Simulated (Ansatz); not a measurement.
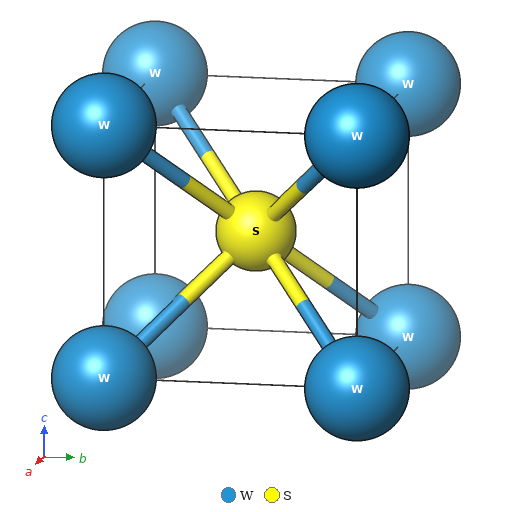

System: WS, space group Pm-3m (No. 221) (cell built by us, not taken from a database). The picture shows the cell.

Starting cell:
```yaml
crystal:
  lattice:
    - [3.12362, 0.00000, 0.00000]
    - [0.00000, 3.12362, 0.00000]
    - [0.00000, 0.00000, 3.12362]
  atoms:
    - { symbol: W, position: [0.00000, 0.00000, 0.00000] }
    - { symbol: S, position: [0.50000, 0.50000, 0.50000] }
```

Input of one of the runs behind the figure:
```
crystal:
  lattice:
    - [3.1236202295, 0.0, 0.0]
    - [0.0, 3.1236202295, 0.0]
    - [0.0, 0.0, 6.2472404589]
  atoms:
    - { symbol: W, position: [1.0, 1.0, 0.0], spin: 1.0 }
    - { symbol: S, position: [0.5, 0.5, 0.25] }
    - { symbol: W, position: [1.0, 1.0, 0.5], spin: -1.0 }
    - { symbol: S, position: [0.5, 0.5, 0.75] }
basis:
  ecutwfc: 500
kpoints:
  mp_grid: { grid: [14, 14, 7] }
hamiltonian:
  xc: r2scan
  hubbard: { sites: [{ species: W, l: d, u_eff: 6.2 }] }
scf:
  occupations: { method: gaussian, width: 0.1 }
output:
  forces: true
  stress: true
  eigenvalues: true
  populations: true
magnetization:
  spin_polarized: true
```

Command:
```bash
ansatz run input.yaml --threads 1 --pin off --max-ram 2560MiB --backend cpu --events-out ev --progress --plain --runs-dir out
```

Method: several magnetic starts of one crystal ranked at fixed atoms, signs over the magnetic atoms (u up, d down), a propagation vector with a half doubling the cell with reversed moments; plane-wave DFT of a periodic cell, U on orthogonalised atomic d orbitals (Ansatz 0.2.0). Level: r2SCAN. Hubbard U_eff: W 6.2 eV.

```csv
setting,value
cell charge,0 e
exact exchange fraction,0
potentials,PAW default
wave cutoff,500 eV
k mesh,14x14x14
occupation rule,Gaussian
occupation width,0.1 eV
```

The k mesh is that of the cell as given; doubled cells use half as many points along the doubled vectors; key: 1 = non-magnetic; 2 = ferromagnetic; 3 = parallel large; 4 = antiferromagnetic doubled q=(0 0 1/2); 5 = antiferromagnetic doubled q=(0 1/2 1/2); 6 = parallel small.

What does the calculation give for the energy above the lowest of each magnetic start?

Among these starts the lowest is no. 5; the next, no. 2, is 278 meV/atom higher. In rising order: no. 5 (0), no. 2 (278), no. 3 (278), no. 6 (278), no. 4 (416), no. 1 (444), in meV/atom. The largest site moment, in μB, is 0.000 for no. 1, 3.013 for no. 2, 3.013 for no. 3, 1.930 for no. 4, 2.773 for no. 5 and 3.013 for no. 6. The final order is non-magnetic for no. 1, ferromagnetic for no. 2, ferromagnetic for no. 3, antiferromagnetic for no. 4, antiferromagnetic for no. 5 and ferromagnetic for no. 6.

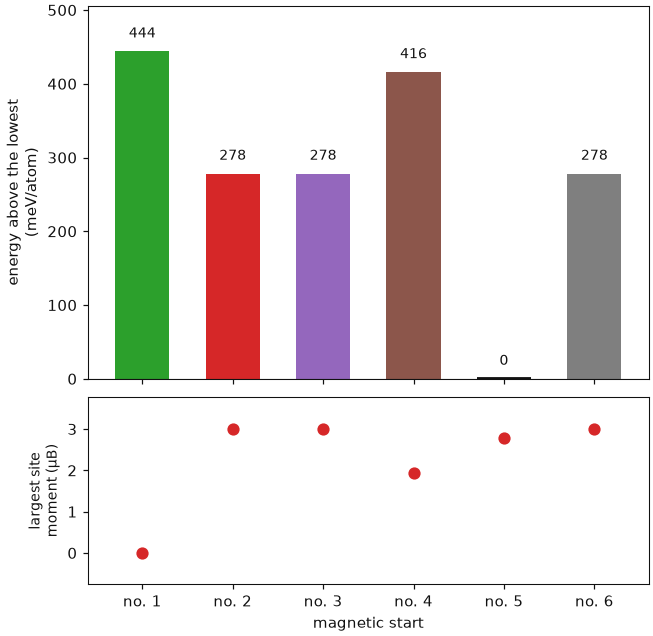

Caveats: filled bands differ between k-points; not tested for a lower state; the state may not be the lowest.
